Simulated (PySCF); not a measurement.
Geometry relaxation of N2H2F2

System: N2H2F2, SMILES N#N.F.F.
Method: PBE0-D3(BJ)/def2-SVPD geometry optimisation, gas phase (PySCF 2.14.0).

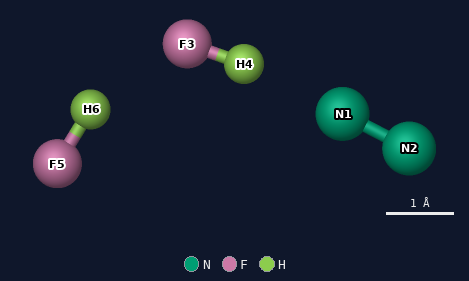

The structure as given in the input (ball-and-stick view, seen on its broad side; atoms are numbered from 1 in the order of the input). Bond lengths as drawn: F–H 0.91 to 0.95 Å and N–N 1.13 Å.

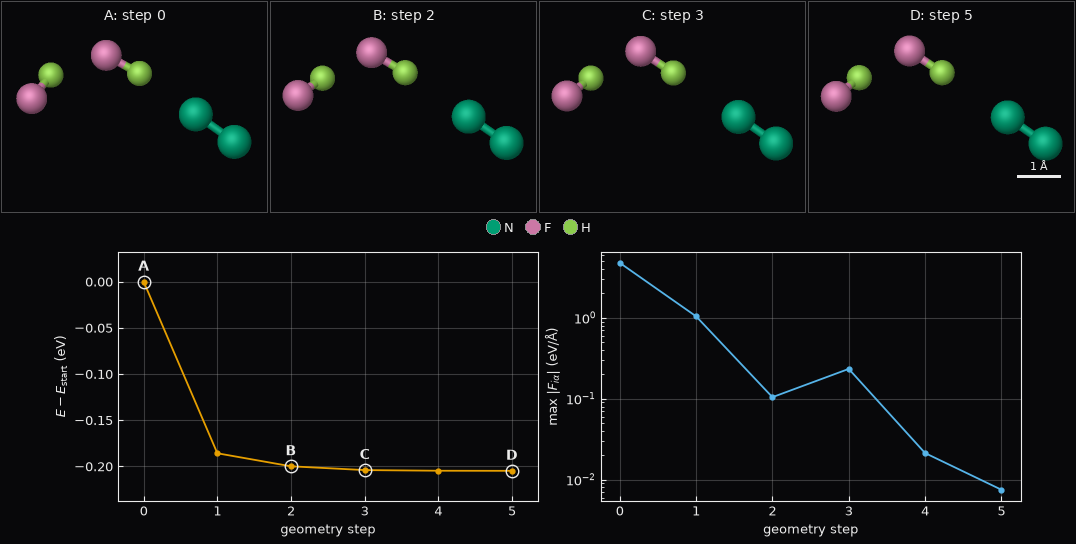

Frames of the relaxation (ball-and-stick view, seen at a tilt) above the curves, on which the letters mark them (steps are counted from 0).

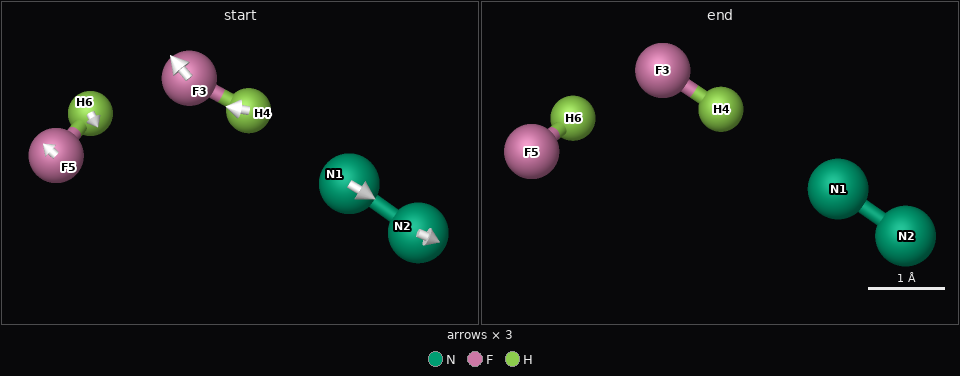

Before (left) and after (right) the relaxation, at one scale (ball-and-stick view, seen at a tilt). The white arrows give the displacements, magnified 3 times. The largest moves after the best rigid fit, 0.14 Å, are those of N1 and F3. Largest moves by element: N 0.14 Å, F 0.14 Å, H 0.11 Å. Among the contacts that change: N1–N2 1.127 → 1.096 Å, F3–H4 0.905 → 0.932 Å, F5–H6 0.954 → 0.930 Å. After 5 geometry steps the energy has fallen by 0.205 eV. Largest force component: 4.8 eV/Å at the start, 0.0075 eV/Å at the end. (Atoms are counted from 1 in the order of the input.)

The input and output of the run follow.

### Input
```
{"job": {"xc": "PBE0", "basis": "def2-SVPD", "d3": "d3bj", "grid": 2, "kind": "geom", "shake": 0.01}, "charge": 0, "multiplicity": 1, "parts": [{"atoms": "0-1", "charge": 0, "multiplicity": 1}, {"atoms": "2-3", "charge": 0, "multiplicity": 1}, {"atoms": "4-5", "charge": 0, "multiplicity": 1}]}
N      0.579951    -0.280670     0.288949
N     -0.443960     0.064292    -0.032222
F      2.915099    -1.127377     0.892792
H      2.101115    -0.766389     0.729594
F      3.895989    -2.837658    -0.884026
H      3.778253    -2.260585    -0.132946
```

The first line tells a small driver script what to run in PySCF; the rest is the geometry in Å.

Launch command:
```bash
OMP_NUM_THREADS=1 python <driver script> task.json out
```

### Log
```
step   0  E = -309.88646426  max force = 0.092920
step   1  E = -309.89328885  max force = 0.020284
step   2  E = -309.89380699  max force = 0.002033
step   3  E = -309.89395780  max force = 0.004543
step   4  E = -309.89398346  max force = 0.000415
step   5  E = -309.89398734  max force = 0.000146
optimisation converged
```

### Trajectory as extended XYZ (Å, eV, eV/Å), 6 frames, from step=0 to step=5
```
6
Properties=species:S:1:pos:R:3:forces:R:3 step=0 energy=-8432.44020
N     0.5799   -0.2807    0.2889   -4.7782   1.6753  -1.4509
N    -0.4440    0.0643   -0.0322    4.2249  -1.4466   1.3175
F     2.9151   -1.1274    0.8928    2.0265  -0.7332   0.5809
H     2.1011   -0.7664    0.7296   -1.3823   0.5075  -0.3745
F     3.8960   -2.8377   -0.8840   -0.0389   0.7313   1.0222
H     3.7782   -2.2606   -0.1330   -0.0520  -0.7342  -1.0953
6
Properties=species:S:1:pos:R:3:forces:R:3 step=1 energy=-8432.62591
N     0.5113   -0.2466    0.2590    0.8801  -0.3045   0.2449
N    -0.4884    0.0709   -0.0343   -1.0430   0.3454  -0.3004
F     2.9851   -1.1102    0.9470    0.1643  -0.1135  -0.0339
H     2.1330   -0.8252    0.7002   -0.0281   0.0555   0.0384
F     4.0195   -2.8517   -0.8071    0.0335  -0.1361  -0.1790
H     3.6659   -2.2455   -0.2027   -0.0067   0.1532   0.2299
6
Properties=species:S:1:pos:R:3:forces:R:3 step=2 energy=-8432.64001
N     0.4797   -0.2472    0.2441   -0.1045   0.0529  -0.0034
N    -0.5239    0.0883   -0.0422    0.0492  -0.0236   0.0019
F     3.0127   -1.1471    0.9172   -0.0135   0.0753   0.0948
H     2.1614   -0.8122    0.7320    0.0523  -0.0593  -0.0424
F     3.9953   -2.8445   -0.8188    0.0187  -0.0426  -0.0515
H     3.7012   -2.2456   -0.1701   -0.0020  -0.0027   0.0006
6
Properties=species:S:1:pos:R:3:forces:R:3 step=3 energy=-8432.64411
N     0.4619   -0.2373    0.2473   -0.2336   0.0725  -0.0790
N    -0.5412    0.0926   -0.0513    0.2179  -0.0700   0.0676
F     3.0263   -1.1306    0.9507   -0.0492   0.0161  -0.0195
H     2.1746   -0.8287    0.7174    0.0574  -0.0161   0.0278
F     3.9923   -2.8499   -0.8312   -0.0367   0.0528   0.0497
H     3.7126   -2.2546   -0.1708    0.0442  -0.0553  -0.0465
6
Properties=species:S:1:pos:R:3:forces:R:3 step=4 energy=-8432.64481
N     0.4557   -0.2364    0.2428    0.0068  -0.0061  -0.0028
N    -0.5464    0.0949   -0.0522   -0.0118   0.0049  -0.0033
F     3.0299   -1.1291    0.9535   -0.0175   0.0063  -0.0049
H     2.1781   -0.8300    0.7209    0.0213  -0.0047   0.0108
F     3.9863   -2.8497   -0.8357   -0.0111   0.0131   0.0123
H     3.7228   -2.2580   -0.1672    0.0124  -0.0135  -0.0121
6
Properties=species:S:1:pos:R:3:forces:R:3 step=5 energy=-8432.64492
N     0.4525   -0.2372    0.2397    0.0075  -0.0040   0.0004
N    -0.5495    0.0964   -0.0532   -0.0070   0.0020  -0.0035
F     3.0321   -1.1282    0.9560    0.0010   0.0009   0.0016
H     2.1805   -0.8301    0.7233    0.0009   0.0001   0.0016
F     3.9826   -2.8499   -0.8381   -0.0014  -0.0004  -0.0007
H     3.7283   -2.2594   -0.1656   -0.0010   0.0015   0.0006
```

### Summary

```csv
quantity,value
outcome,converged
total energy,−309.893987 hartree
dipole moment,4.18 D
point group,Cs
hardware,"1 CPU thread, shared host"
wall time,15 s
peak memory,0.43 GiB
```
